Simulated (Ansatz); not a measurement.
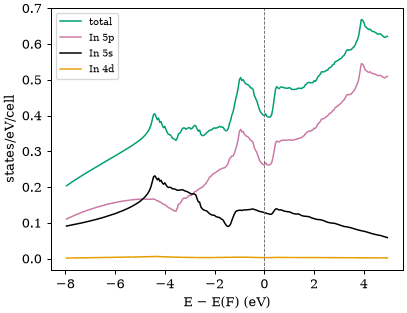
Figure: Total and projected density of states of In (body-centred tetragonal, I4/mmm), the program Ansatz at the LDA level (PAW)

Question: Which orbitals carry the states next to the Fermi level?

Answer: Within 0.5 eV of the Fermi level: In 5p 67 %, In 5s 31 %. Projections are on Löwdin-orthogonalised atomic valence shells; empty p or d shells of many metals are not among them.

Question: Where is the tallest occupied peak in this window, and what makes it?

Answer: Near -0.9 eV, about 0.51 states/eV per cell; the largest projected share is In 5p.

The LDA relaxation kept the symmetry of its start. Scalar-relativistic: spin–orbit coupling is off unless named, which matters more the heavier the elements.

Potentials: the later of the program's two PAW sets.
